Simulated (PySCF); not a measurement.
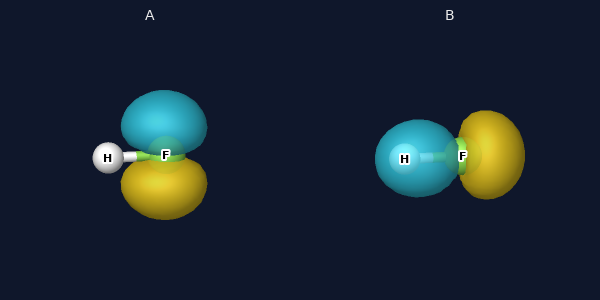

The picture shows: HF. Two frontier orbitals, each drawn at the value that holds 80 % of its norm (yellow and cyan are the two phases), in no order; of a degenerate pair one member is drawn.

These are results of PBE0/def2-TZVPP, non-relativistic Hamiltonian with scalar-relativistic core potentials where named, at a bond length of 0.918 Å in PySCF, not measurements.

Question: Label each orbital by symmetry, say whether it is occupied, and order them by energy.

Answer: Orbital B: σ, occupied, −15.37 eV; mainly on F (85 %).
Orbital A: π, occupied, −11.66 eV; mainly on F (95 %).
